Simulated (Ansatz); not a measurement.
# MnGe (P2_13): from the cell to its phonons, part 2 of 2

Task: relax MnGe (P2_13), then find its harmonic phonons.

Ansatz 0.2.0; DFT PBEsol, scalar-relativistic, plane waves, PAW.

So far. Step 3 (Tight relaxation): The largest force component left is 0.14 meV/Å and the pressure is 0.000 GPa, within the tolerances set. The cell now holds 12.79 Å³/atom. The relaxed cell has a = 4.677 Å (conventional setting).

**4. Linear response at the zone centre**

The zone centre comes first: it holds the modes that light can see, as far as symmetry allows. No field response is asked, since the mesh shows no gap.

The input, input.yaml:

```yaml
crystal:
  lattice:
    - [4.6769166687, 0.0, 0.0]
    - [0.0, 4.6769166687, 0.0]
    - [0.0, 0.0, 4.6769166687]
  atoms:
    - { symbol: Mn, position: [0.6373303322, 0.1373303322, 0.3626696678], spin: 2.06 }
    - { symbol: Mn, position: [0.1373303322, 0.3626696678, 0.6373303322], spin: 2.06 }
    - { symbol: Mn, position: [0.3626696678, 0.6373303322, 0.1373303322], spin: 2.06 }
    - { symbol: Mn, position: [0.8626696678, 0.8626696678, 0.8626696678], spin: 2.06 }
    - { symbol: Ge, position: [0.3432530301, 0.8432530301, 0.6567469699] }
    - { symbol: Ge, position: [0.8432530301, 0.6567469699, 0.3432530301] }
    - { symbol: Ge, position: [0.6567469699, 0.3432530301, 0.8432530301] }
    - { symbol: Ge, position: [0.1567469699, 0.1567469699, 0.1567469699] }
kpoints:
  mp_grid: { grid: [8, 8, 8] }
hamiltonian:
  xc: pbesol
scf:
  occupations: { method: gaussian, width: 0.15 }
output:
  eigenvalues: true
  populations: true
magnetization:
  spin_polarized: true
phonons:
  method: dfpt
```

Run with:

```console
> ansatz run input.yaml --threads 16 --pin off --max-ram 61440MiB --backend cuda --events-out ev --progress --plain --runs-dir out
```

Numbers of over 12 decimals in the logs are rounded to 6 here.

Output:

```text
[...]
Crystal: 8 atoms, lattice volume = 102.301 Å³
Basis set: ecut = 420 eV, 2007 PW (Γ), exchange–correlation on 64×64×64 points (8 copies of the dense FFT grid, shifted against one another)
Bands: 75, of which v1, the nominal top of the filled ones, is band 58 counted from 1 (57 counted from 0)
Symmetry: 12 space group operations
[...]
k-points: 45 of 512 (time reversal used)
[...]
Starting moments: Σ|m| = 8.24 μB on 4 of 8 sites
[...]
GPU buffer pool allocated for 32768 grid points (all kernels)
[...]
SCF 1 converged in 14 iterations: F = -32490.444797 eV  dr2 = 1.01e-8
[...]
a single point of the input's cell can leave the moments in the input for a lower state (scf.lower_state_search): this run first made a single point of its cell. This run's own SCFs start from the density of the state that the single point found, with the moments in the input. The single point stayed on the moments in the input.
[...]
GPU FFT provider: cuFFT
GPU libraries: cuBLAS 13.8.1, cuFFT 12.4.0, cuSOLVER 12.3.2
[...]
k-points: 260 of 512 (irreducible under 1 space group operation, time reversal used)
[...]
Stability of the state it starts from, as read at its close in the collinear treatment: not read negative (Ritz values of 1 − χ₀K, real part plus size of imaginary part, from 0.30 to 1.1, by its mixing steps under the symmetry group of the SCF that read it); its run was given moments
[...]
GPU buffer pool allocated for 32768 grid points (all kernels)
[...]
SCF iter   9: F=-32490.444797 eV  HF=-32490.444797 eV  |F-HF|=1.46e-11  |Δ(HF+E_count)|=  3.64e-12  Δρ=2.25e-9 (↑1.21e-9 ↓2.25e-9)  dr2=6.33e-15  dr2_m=3.23e-16  M=7.243 μB ∫|m|=8.447 μB  ethr=1.00e-12  ⟨swp⟩=3.0  Hψ=120052  notcnv=0
SCF 2 converged in 9 iterations: F = -32490.444797 eV  dr2 = 6.33e-15
[...]
NSCF: frozen V_eff on 45 k-points
[...]
DFPT response loops at q = (0, 0, 0) (fractional): preconditioner auto → Kerker (q_TF=auto, 2.786 Å⁻¹) (partly filled bands, converged f_vac=0.000); β = 1.00, the filter's whole step (`scf.mixing.beta` (0.30) is not read by the response loops under this deck's `scf.mixing.preconditioner`; to damp them name `kerker` or `kerker_dos`, under which they read `scf.mixing.beta`, and type it under 1.00, their step now; both keys bind the ground state too); Anderson in place of MSR1
SCF converged after 9 iterations
Magnetization: 7.2427 μB (61.6213 up, 54.3787 down)
Absolute magnetization: 8.4412 μB (∫|ρ↑−ρ↓|, with the PAW one-centre terms)
[...]
Per-site moments (μB) at R_I (Å): [(1.868833, 0.982666), (1.868833, 0.982666), (1.868833, 0.982666), (1.868833, 0.982666), (-0.078628, 0.982666), (-0.078628, 0.982666), (-0.078628, 0.982666), (-0.078628, 0.982666)]
Free energy (F): -32490.444797 eV
[...]
Internal energy: -32490.379580 eV  (E = F + TS)
E sigma→0 (E₀):  -32490.412189 eV
Entropy (-TS):   -0.065217 eV (-8.152 meV/atom)
Fermi energy:    17.002746 eV
[...]
--- Band table (eV; the first three rows and the last of 520) ---
  k-point 0 ↑: bands = [... 54 lower, 15.0411, 16.2896, 16.2896, 16.2896, 16.3010, 16.3010, 17.0408, 17.0408, ... 13 higher]
  k-point 1 ↑: bands = [... 54 lower, 15.1828, 16.1253, 16.1504, 16.2735, 16.3119, 16.5063, 16.8971, 17.0072, ... 13 higher]
  k-point 2 ↑: bands = [... 54 lower, 15.2414, 15.8484, 16.0389, 16.1972, 16.3447, 16.5501, 16.7965, 16.9141, ... 13 higher]
  k-point 259 ↓: bands = [... 54 lower, 17.4723, 17.4723, 17.7005, 17.7005, 17.7005, 17.7005, 18.5439, 18.5439, ... 13 higher]
--- Phonons (Γ-DFPT): 2 representative perturbations + reference (Σ response iterations 18) ---
  ASR residual: 4.069e-6 → 0.000e0 eV/Å²; symmetrization residual: 5.115e-11 eV/Å²
  ASR residual per site (eV/Å²): 2.13e-6 2.13e-6 2.13e-6 2.13e-6 4.07e-6 4.07e-6 4.07e-6 4.07e-6
  Γ frequencies (cm⁻¹): 0.00 0.00 0.00 134.45 134.45 140.26 140.26 140.26 177.96 177.96 177.96 221.95 227.59 227.59 227.59 246.24 246.24 246.24 246.65 250.67 250.67 311.95 311.95 311.95
  non-analytic LO–TO correction: not included (Born effective charges unavailable; polar crystals: no LO–TO splitting at Γ)
--- Löwdin populations: 8 sites ---
  site symbol       q [e]    m [muB]
     0     Mn     14.5636     2.0158
     1     Mn     14.5636     2.0158
     2     Mn     14.5636     2.0158
     3     Mn     14.5636     2.0158
     4     Ge     14.2686    -0.1942
     5     Ge     14.2686    -0.1942
     6     Ge     14.2686    -0.1942
     7     Ge     14.2686    -0.1942
  spilling = 0.005787 (of n_electrons = 116.000000)
```

Elapsed: 13 s, on 1 × NVIDIA GB200 with 16 threads of Arm Neoverse V2, shared host; peak memory 4.6 GiB; 70 s of CPU time.

This step gave:

```
sum-rule residual before enforcement                    : 4.07e-6 eV/Å²
point group                                             : 23
highest optical mode at the zone centre (no LO-TO term) : 311.9 cm⁻¹
lowest optical zone-centre mode                         : 134.4 cm⁻¹
```

Patterns of degenerate modes are one choice out of their space. The modes at Γ (shares of kinetic energy by element, %):

```
mode  frequency (cm⁻¹)  symmetry  Mn %  Ge %
   1               0.0  acoustic    43    57
   2               0.0  acoustic    43    57
   3               0.0  acoustic    43    57
   4             134.4         E    21    79
   5             134.4         E    21    79
   6             140.3         T    43    57
   7             140.3         T    43    57
   8             140.3         T    43    57
   9             178.0         T    36    64
  10             178.0         T    36    64
  11             178.0         T    36    64
  12             221.9         A    26    74
  13             227.6         T    67    33
  14             227.6         T    67    33
  15             227.6         T    67    33
  16             246.2         T    67    33
  17             246.2         T    67    33
  18             246.2         T    67    33
  19             246.7         A    74    26
  20             250.7         E    79    21
  21             250.7         E    79    21
  22             311.9         T    44    56
  23             311.9         T    44    56
  24             311.9         T    44    56
```

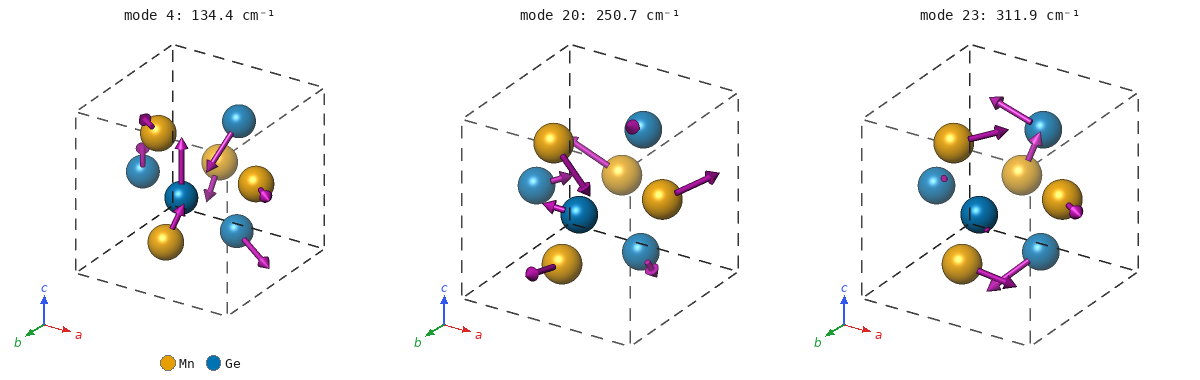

Displacement patterns of modes 4, 20 and 23 at Γ; arrows are exaggerated.

Before it was imposed, the acoustic sum rule was missed by 4.1e-6 eV/Å². Small misses are needed for a sound result but don't prove that mesh and cutoff are converged. The lowest optical mode is real, 134 cm⁻¹.

**5. Response at finite wavevector**

Stability and thermal properties need the whole zone. Linear response on a 2×2×2 q mesh gives force constants as far as a supercell of that size would.

input.yaml: that of step 4 with these lines changed.

```diff
@@ -27 +27,8 @@
   method: dfpt
+  qmesh: [2, 2, 2]
+  temperatures: { t_max: 1000, t_step: 50 }
+  qpath:
+    path:
+      - [[0.0, 0.0, 0.0], [0.0, 0.5, 0.0], [0.5, 0.5, 0.0], [0.0, 0.0, 0.0], [0.5, 0.5, 0.5], [0.0, 0.5, 0.0]]
+      - [[0.5, 0.5, 0.0], [0.5, 0.5, 0.5]]
+    npoints: 10
```

Output:

```text
Warning: phonons: the dynamical matrix that this run interpolates holds no multipole term above the dipole-dipole one, and a site of this crystal is no centre of inversion, so its interpolated transverse optical and acoustic branches and sound speeds can stay off near Gamma, and the density of states and the thermodynamics with them. What a run solves at a wave vector of phonons.qpoints, Gamma apart, where the deck admits one, is free of this, and under fd what a larger phonons.supercell samples
[...]
Crystal: 8 atoms, lattice volume = 102.301 Å³
Basis set: ecut = 420 eV, 2007 PW (Γ), exchange–correlation on 64×64×64 points (8 copies of the dense FFT grid, shifted against one another)
Bands: 75, of which v1, the nominal top of the filled ones, is band 58 counted from 1 (57 counted from 0)
Symmetry: 12 space group operations
[...]
k-points: 45 of 512 (time reversal used)
[...]
Starting moments: Σ|m| = 8.24 μB on 4 of 8 sites
[...]
GPU buffer pool allocated for 32768 grid points (all kernels)
[...]
SCF 1 converged in 14 iterations: F = -32490.444797 eV  dr2 = 1.01e-8
[...]
GPU FFT provider: cuFFT
GPU libraries: cuBLAS 13.8.1, cuFFT 12.4.0, cuSOLVER 12.3.2
[...]
GPU buffer pool allocated for 32768 grid points (all kernels)
[...]
SCF iter   8: F=-32490.444797 eV  HF=-32490.444797 eV  |F-HF|=1.09e-11  |Δ(HF+E_count)|=  7.28e-12  Δρ=1.96e-8 (↑1.68e-8 ↓1.96e-8)  dr2=1.09e-12  dr2_m=1.93e-14  M=7.243 μB ∫|m|=8.447 μB  ethr=1.00e-12  ⟨swp⟩=3.0  Hψ=24139  notcnv=0
SCF 2 converged in 8 iterations: F = -32490.444797 eV  dr2 = 1.09e-12
[...]
GPU FFT provider: cuFFT
GPU libraries: cuBLAS 13.8.1, cuFFT 12.4.0, cuSOLVER 12.3.2
[...]
GPU buffer pool allocated for 32768 grid points (all kernels)
[...]
SCF iter   3: F=-32490.444797 eV  HF=-32490.444797 eV  |F-HF|=7.28e-12  |Δ(HF+E_count)|=  1.49e-10  Δρ=2.76e-8 (↑2.76e-8 ↓2.40e-8)  dr2=9.32e-13  dr2_m=6.78e-14  M=7.243 μB ∫|m|=8.447 μB  ethr=1.00e-12  ⟨swp⟩=2.0  Hψ=12361  notcnv=0
SCF 3 converged in 3 iterations: F = -32490.444797 eV  dr2 = 9.32e-13
phonons: the bands overlap, so this run is a metal and interpolates without the dipole-dipole term. If the crystal is really an insulator or semiconductor, its LO-TO splitting is missing
[...]
SCF converged after 8 iterations
Magnetization: 7.2427 μB (61.6213 up, 54.3787 down)
Absolute magnetization: 8.4412 μB (∫|ρ↑−ρ↓|, with the PAW one-centre terms)
[...]
Per-site moments (μB) at R_I (Å): [(1.868833, 0.982666), (1.868833, 0.982666), (1.868833, 0.982666), (1.868833, 0.982666), (-0.078628, 0.982666), (-0.078628, 0.982666), (-0.078628, 0.982666), (-0.078628, 0.982666)]
Free energy (F): -32490.444797 eV
[...]
Internal energy: -32490.379580 eV  (E = F + TS)
E sigma→0 (E₀):  -32490.412189 eV
Entropy (-TS):   -0.065217 eV (-8.152 meV/atom)
Fermi energy:    17.002746 eV
[...]
--- Band table (eV; the first three rows and the last of 90) ---
  k-point 0 ↑: bands = [... 54 lower, 15.0411, 16.2896, 16.2896, 16.2896, 16.3010, 16.3010, 17.0408, 17.0408, ... 13 higher]
  k-point 1 ↑: bands = [... 54 lower, 15.1828, 16.1253, 16.1504, 16.2735, 16.3119, 16.5063, 16.8971, 17.0072, ... 13 higher]
  k-point 2 ↑: bands = [... 54 lower, 15.2414, 15.8484, 16.0389, 16.1972, 16.3447, 16.5501, 16.7965, 16.9141, ... 13 higher]
  k-point 44 ↓: bands = [... 54 lower, 17.4723, 17.4723, 17.7005, 17.7005, 17.7005, 17.7005, 18.5439, 18.5439, ... 13 higher]
[...]
ASR residual: 1.720e-5 → 0.000e0 eV/Å²; symmetrization residual: 3.433e-11 eV/Å²
[...]
--- Phonons (arbitrary-q DFPT): 4 irreducible q on the 2×2×2 mesh ---
  q = [0.0000, 0.0000, 0.0000] (star 1, of the zone-centre solve; hermiticity 6.43e-12, symmetrization 1.70e-12): -0.00 0.00 0.00 134.45 134.45 140.26 140.26 140.26 177.96 177.96 177.96 221.95 227.59 227.59 227.59 246.24 246.24 246.24 246.65 250.67 250.67 311.95 311.95 311.95
  q = [0.0000, 0.0000, -0.5000] (star 3, 6 solved perturbations in 1560 linear systems a pass and spin channel, the states on 125 of 512 k-point pairs; hermiticity 1.75e-11, symmetrization 3.62e-13): 94.78 94.78 106.81 106.81 134.79 134.79 153.06 153.06 167.01 167.01 183.80 183.80 222.87 222.87 228.31 228.31 245.68 245.68 254.24 254.24 292.44 292.44 308.84 308.84
[...]
sum rule: each row above includes the acoustic sum rule's correction from the zone centre's row sums; it moved no ω² by more than (0.30 cm⁻¹)²
  mesh force constants: q→R imaginary residual 1.11e-17; ASR residual 1.720e-5 → 0.000e0 eV/Å²; symmetrization residual 7.105e-15 eV/Å²
  interpolated dispersion: 62 rows × 24 modes
  density of states and harmonic sums: on the 14×14×14 q-mesh, interpolated from the force constants of a 2×2×2 supercell (no non-analytic term)
  largest difference from the sums on the solved wave vectors: F 8.66e-2 eV, S 1.19e-4 and C_V 3.22e-5 eV/K
  zero-point energy: 0.297689 eV/cell   skipped modes (ω ≤ 0): 3   left out of the sums: 4.56e-5 of the cell's modes: C_V's classical limit lies that fraction below 3 k_B per atom; for a crystal, a wire or a layer, F and S can be off by more, and a phonons.interpolated_qmesh denser along its periods is the remedy for the sampling
--- Löwdin populations: 8 sites ---
  site symbol       q [e]    m [muB]
     0     Mn     14.5636     2.0158
     1     Mn     14.5636     2.0158
     2     Mn     14.5636     2.0158
     3     Mn     14.5636     2.0158
     4     Ge     14.2686    -0.1942
     5     Ge     14.2686    -0.1942
     6     Ge     14.2686    -0.1942
     7     Ge     14.2686    -0.1942
  spilling = 0.005787 (of n_electrons = 116.000000)
```

Wall time 19 s (1 × NVIDIA GB200 with 16 threads); peak memory 4.9 GiB.

This step gave:

| Quantity | Value |
| --- | --- |
| sum-rule residual before enforcement | 1.72e-5 eV/Å² |
| lowest frequency on the path | 0 cm⁻¹ |
| highest frequency on the path or at a solved wavevector | 312.2 cm⁻¹ |
| mean frequency | 200.1 cm⁻¹ |
| Debye temperature (second moment) | 391 K |
| logarithmic mean frequency | 188.1 cm⁻¹ |
| lowest mode on the q mesh (acoustic modes at Γ apart) | 94.78 cm⁻¹ |
| zero-point energy per atom | 37.21 meV |
| heat capacity at 300 K | 22.96 J/(mol atoms K) |
| vibrational entropy at 300 K | 28.54 J/(mol atoms K) |

Frequencies (cm⁻¹) solved at each irreducible wavevector; negative means imaginary. Frequencies by wavevector, by row:

```
q in reciprocal lattice units  star  mode 1  mode 2  mode 3  mode 4  mode 22  mode 23  mode 24
                        0 0 0     1       0       0       0   134.4    311.9    311.9    311.9
                     0 0 -0.5     3    94.8    94.8   106.8   106.8    292.4    308.8    308.8
                  0 -0.5 -0.5     3   105.2   105.2     121     121    294.2    298.3    298.3
               -0.5 -0.5 -0.5     1   132.1   132.1   132.1   132.1    291.8    291.8    291.8
```

Interpolated from a 2×2×2 q mesh. The phonon branches at the labelled points (cm⁻¹):

```
    point  branch 1  branch 2  branch 3  branch 4  branch 21  branch 22  branch 23  branch 24
        Γ         0         0         0       134        251        312        312        312
        X        95        95       107       107        292        292        309        309
        M       105       105       121       121        294        294        298        298
        Γ         0         0         0       134        251        312        312        312
        R       132       132       132       132        292        292        292        292
        X        95        95       107       107        292        292        309        309
jump to M       105       105       121       121        294        294        298        298
        R       132       132       132       132        292        292        292        292
```

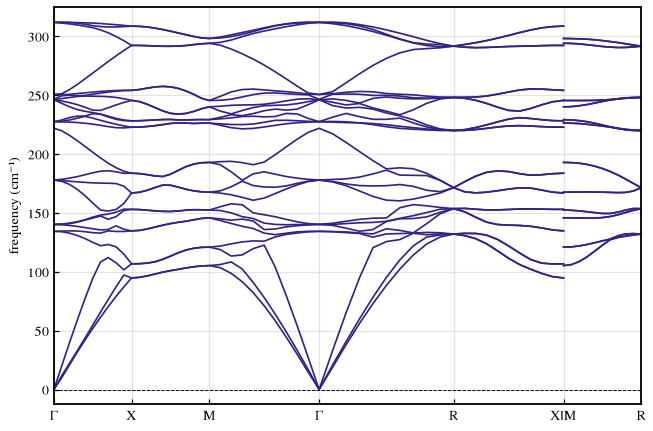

Phonon branches along the path.

Tetrahedra on a 14×14×14 mesh, mean over bins of 5 cm-1. Interpolated from a 2×2×2 q mesh. The phonon density of states by wavenumber; read off at these points:

```
wavenumber (cm⁻¹)  phonon density of states (1/cm⁻¹/cell)
                2                                  1.0e-5
               22                                 0.00113
               38                                 0.00359
               58                                 0.00928
               78                                  0.0200
               92                                  0.0383
              112                                  0.0767
              132                                  0.0917
              142                                   0.213
              148                                   0.138
              168                                   0.112
              182                                   0.172
              202                                 0.00824
              222                                   0.264
              228                                   0.273
              238                                   0.216
              252                                   0.266
              258                                  0.0497
              278                                  0.0211
              292                                   0.128
              302                                   0.184
              312                                  0.0318
```

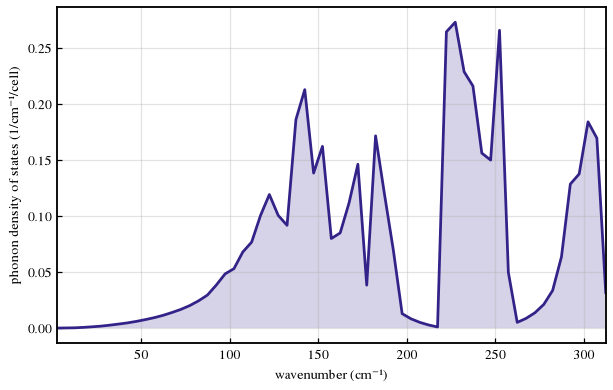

Phonon density of states, plotted against wavenumber.

The partial phonon density of states has structure finer than the step of the table below, so its rows give means over 25 cm⁻¹, whole bins alone (the curve runs from -10 to 332 cm⁻¹). Peaks (cm⁻¹: height): Ge 140.3: 0.141, 172.5: 0.0889, 183.3: 0.0997, 252.0: 0.0747, 303.5: 0.0996; Mn 140.3: 0.0682, 226.2: 0.242, 303.5: 0.0821.

Phonopy on the run's constants, 13x13x13 mesh, Gaussian sigma 2.4 cm-1. Interpolated from a 2×2×2 q mesh. The partial phonon density of states by wavenumber; means over each step; values in 1/cm⁻¹/cell:

```
wavenumber (cm⁻¹)       Ge       Mn
               25   9.8e-4   7.3e-4
               50  0.00405  0.00291
               75   0.0117  0.00771
              100   0.0328   0.0188
              125   0.0754   0.0336
              150   0.0969   0.0496
              175   0.0789   0.0323
              200   0.0235  0.00973
              225   0.0287    0.147
              250   0.0422    0.104
              275   0.0115   0.0114
              300   0.0716   0.0609
```

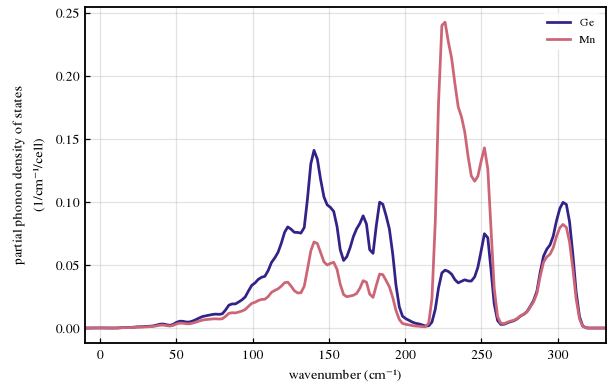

Partial phonon density of states against wavenumber.

Harmonic thermodynamic functions per atom, from the density of states. Interpolated from a 2×2×2 q mesh. Thermodynamic functions, by row:

```
T (K)  F_vib (meV/atom)  S (J/mol-atom/K)  C_V (J/mol-atom/K)
    0             37.21                 0                   0
   50             37.02             1.545               4.351
  100             34.77             7.498               13.33
  200             20.44             19.62               20.82
  300             -4.75             28.54               22.96
  400            -37.97             35.28                23.8
  500            -77.41             40.64                24.2
  600            -121.9             45.07               24.42
  700            -170.6             48.84               24.56
  800              -223             52.13               24.65
  900            -278.5             55.04               24.71
 1000            -336.9             57.64               24.75
```

Harmonic mean-square displacement, third of the trace. Interpolated from a 2×2×2 q mesh. Mean square displacements, by row:

```
T (K)  Mn1 U_eq (Å²)  Mn2 U_eq (Å²)  Mn3 U_eq (Å²)  Mn4 U_eq (Å²)  Ge5 U_eq (Å²)  Ge6 U_eq (Å²)  Ge7 U_eq (Å²)  Ge8 U_eq (Å²)
    0        0.00161        0.00161        0.00161        0.00161        0.00145        0.00145        0.00145        0.00145
  100         0.0021         0.0021         0.0021         0.0021        0.00203        0.00203        0.00203        0.00203
  300        0.00464        0.00464        0.00464        0.00464        0.00479        0.00479        0.00479        0.00479
  600        0.00892        0.00892        0.00892        0.00892        0.00931        0.00931        0.00931        0.00931
```

Symmetry leaves 4 wavevectors to solve. The lowest mode among them, the acoustic zeros apart, lies at q = (0, 0, -0.5) and is real, 94.8 cm⁻¹.

**6. What came out**

| Quantity | Value |
| --- | --- |
| space group after relaxation (within 0.01 Å) | P2_13 |
| volume per atom | 12.8 Å³ |
| electronic character | no gap on this mesh |
| highest optical mode at the zone centre (no LO-TO term) | 312 cm⁻¹ |
| lowest optical zone-centre mode | 134 cm⁻¹ |
| lowest mode on the q mesh (acoustic modes at Γ apart) | 94.8 cm⁻¹ |
| highest frequency on the path or at a solved wavevector | 312 cm⁻¹ |
| zero-point energy per atom | 37.2 meV |
| heat capacity at 300 K | 23.0 J/(mol atoms K) |
| vibrational entropy at 300 K | 28.5 J/(mol atoms K) |
| Debye temperature (second moment) | 391 K |
| imaginary modes on the 2×2×2 q mesh | none |
| net magnetic moment of the cell as run | 7.24 μB |

What this shows: The structure is a minimum as far as tested: no mode is imaginary at the 4 irreducible wavevectors of the 2×2×2 mesh, and the softest away from the acoustic zeros lies at 95 cm⁻¹. The optical modes at Γ span 134 to 312 cm⁻¹. The ferromagnetic order comes from parallel starting moments and need not be the ground state. With no gap, or one that is small against the smearing, the frequencies hang on the k mesh and the smearing, most of all near Kohn anomalies. These are harmonic frequencies at zero temperature: anharmonic shifts, linewidths and thermal expansion are left out.

[Logs are printed without paths, hosts, clocks, repeated set-up lines and the standing remarks that a program may print on its own settings, such as how far it seeks lower states.]

[Hosts, paths, dates, database ids (printed as entryN), source tags and the programs' standing remarks are cut or masked in the printed files.]
